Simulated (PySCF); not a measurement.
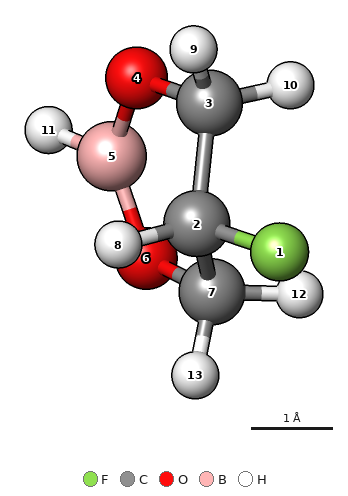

Fig. 1: The structure as given in the input (ball-and-stick view, seen at a tilt; atoms are numbered from 1 in the order of the input). Bond lengths as drawn: B–H 1.18 Å, B–O 1.34 to 1.36 Å, C–C 1.52 to 1.54 Å, C–F 1.41 Å, C–H 1.08 to 1.16 Å and C–O 1.39 to 1.43 Å.

# Run report: C3H6BFO2, NMR shielding calculation

System: C3H6BFO2.
Method: GIAO PBE0/pcSseg-1 NMR shielding, non-relativistic, gas phase (PySCF 2.14.0).

The geometry comes from this level: GFN2-xTB, MD frame at 1000 fs, 200 K. It belongs to a series of runs on one base structure; here: MD frame at 1000 fs, 200 K. Figures and captions count atoms from 1; the log counts them from 0 in places.

### The program's output
```
coarse grid: 11328 points
cycle   1  E = -392.4849912666  dE =  1.050e+00  |g| = 8.358e-01  |ddm| = 3.086e+00
cycle   2  E = -392.3568982732  dE =  1.281e-01  |g| = 1.215e+00  |ddm| = 1.229e+00
cycle   3  E = -392.6023623760  dE = -2.455e-01  |g| = 6.354e-02  |ddm| = 7.667e-01
cycle   4  E = -392.6030388728  dE = -6.765e-04  |g| = 2.892e-02  |ddm| = 5.666e-02
cycle   5  E = -392.6031769823  dE = -1.381e-04  |g| = 1.260e-02  |ddm| = 2.427e-02
cycle   6  E = -392.6032028219  dE = -2.584e-05  |g| = 2.920e-03  |ddm| = 8.173e-03
cycle   7  E = -392.6032044747  dE = -1.653e-06  |g| = 4.400e-04  |ddm| = 2.239e-03
final grid: 111088 points
cycle   8  E = -392.6713519325  dE = -3.360e-05  |g| = 1.152e-02  |ddm| = 2.168e-02
cycle   9  E = -392.6713267575  dE =  2.518e-05  |g| = 1.688e-02  |ddm| = 1.555e-02
cycle  10  E = -392.6713760104  dE = -4.925e-05  |g| = 7.929e-04  |ddm| = 9.160e-03
cycle  11  E = -392.6713761363  dE = -1.259e-07  |g| = 2.109e-04  |ddm| = 7.341e-04
cycle  12  E = -392.6713761442  dE = -7.899e-09  |g| = 6.678e-05  |ddm| = 1.648e-04
cycle  13  E = -392.6713761449  dE = -7.296e-10  |g| = 3.178e-05  |ddm| = 6.523e-05
cycle  14  E = -392.6713761451  dE = -1.701e-10  |g| = 7.343e-06  |ddm| = 2.150e-05
```

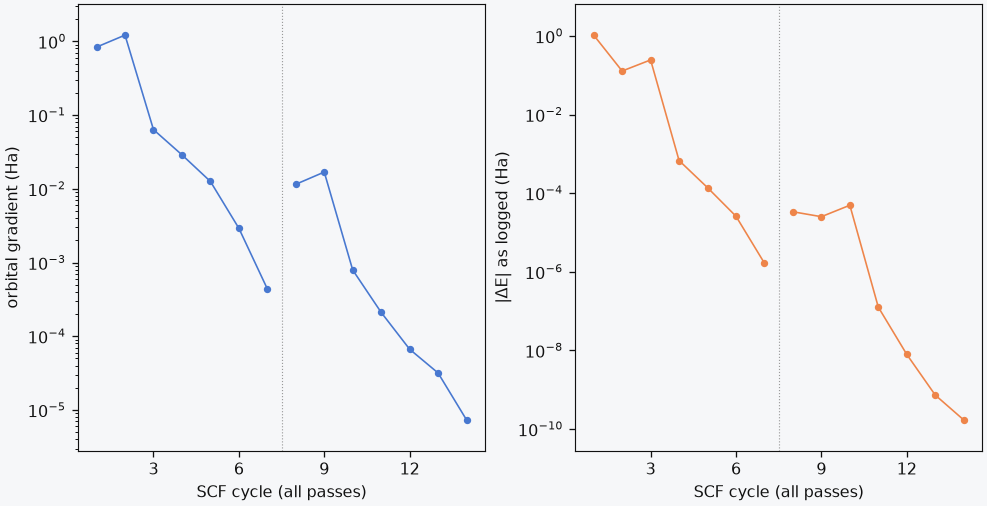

Fig. 2: Convergence of the self-consistent field: orbital gradient and size of the energy change against the SCF cycle. The dotted line marks the change from a coarse to the final integration grid. The first 7 cycles use a coarse grid, the final grid takes over at cycle 8, and the field converges after 14 cycles in all.

```
converged SCF energy = -392.6713761451

GIAO shielding tensors (ppm)
atom      isotropic    diamagn.    paramagn.     s11        s22        s33       span
  0 F      385.703     470.283     -84.580    366.453    386.889    403.767     37.314
  1 C       91.867     248.312    -156.445     60.939     71.182    143.480     82.540
  2 C      118.981     244.674    -125.693     98.628    106.496    151.819     53.191
  3 O      215.073     394.026    -178.953     83.570    243.717    317.932    234.362
  4 B       77.766     197.941    -120.175     61.117     73.307     98.875     37.757
  5 O      227.496     392.405    -164.909     96.303    253.297    332.889    236.586
  6 C      121.947     244.042    -122.095     98.700    109.968    157.172     58.472
  7 H       25.355      29.676      -4.322     22.464     25.143     28.457      5.994
  8 H       27.498      29.268      -1.769     23.799     27.199     31.496      7.698
  9 H       27.461      28.923      -1.462     24.058     26.558     31.768      7.711
 10 H       27.642      30.093      -2.451     24.166     26.873     31.888      7.722
 11 H       27.753      28.310      -0.557     24.524     26.992     31.743      7.219
 12 H       27.214      28.020      -0.806     23.586     26.744     31.311      7.725
```

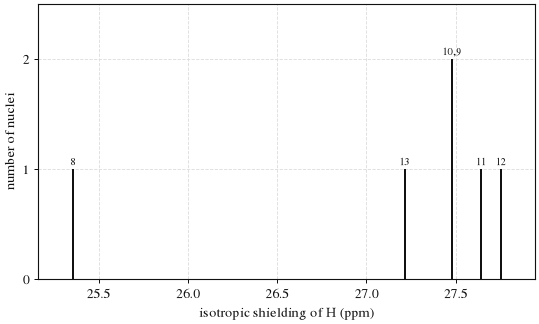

Fig. 3: Isotropic shieldings of the hydrogen nuclei in this fixed geometry, labelled by atom number; shielding grows to the right, so chemical shift grows to the left. The least shielded is H8 (25.4 ppm), the most shielded H12 (27.8 ppm).

The run was set up as follows.

### Input
```
{"job": {"kind": "nmr", "xc": "PBE0", "basis": "pcSseg-1", "pop": false}, "charge": 0, "multiplicity": 1}
F     -2.392700     1.082000     0.819600
C     -1.244000     0.477500     0.273700
C     -0.370400    -0.008300     1.443500
O      0.685700    -0.798200     0.899600
B      0.457900    -1.487400    -0.247000
O     -0.662900    -1.510800    -0.978500
C     -1.714100    -0.702100    -0.569500
H     -0.763200     1.327700    -0.358400
H      0.063000     0.775900     2.039000
H     -0.934000    -0.670100     2.112500
H      1.392100    -2.089100    -0.652800
H     -2.524300    -1.188900    -0.004000
H     -2.257900    -0.257500    -1.417100
```

The first line tells a small driver script what to run in PySCF; the rest is the geometry in Å.

Command:
```bash
OMP_NUM_THREADS=1 python <driver script> task.json out
```

### Summary

| quantity | value |
| --- | --- |
| outcome | converged |
| total energy | −392.671376 hartree |
| HOMO | −8.86 eV |
| LUMO | 0.65 eV |
| dipole moment | 1.28 D |
| isotropic shielding, F | 385.7 ppm |
| isotropic shielding, C | 91.9 to 121.9 ppm |
| isotropic shielding, O | 215.1 to 227.5 ppm |
| isotropic shielding, B | 77.8 ppm |
| isotropic shielding, H | 25.4 to 27.8 ppm |
| hardware | 1 CPU thread, shared host |
| wall time | 12 s |
| peak memory | 0.73 GiB |
